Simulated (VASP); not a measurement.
Band structure of Sr₂Ga (space group Fd-3m). These are PBE GGA, VASP's PBE PAW potentials (set 64) (plane waves; VASP) values and carry that method's errors.

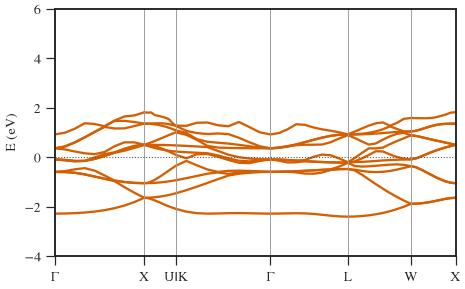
*Bands along high-symmetry lines, zero at the valence-band maximum or, without a gap, the Fermi level*

### Question
Read the plot: is there a gap, and where are the band edges?

### Answer
It has no gap at this level: it comes out as a metal or semimetal.

The structure was generated: Sr2Ga was put into an ordered model structure (Fd-3m), which need not be its known phase. The cell was not relaxed at this level. The k-mesh is coarse (spacing up to 0.34 per Å, 2π included), so the numbers may not be converged in it.
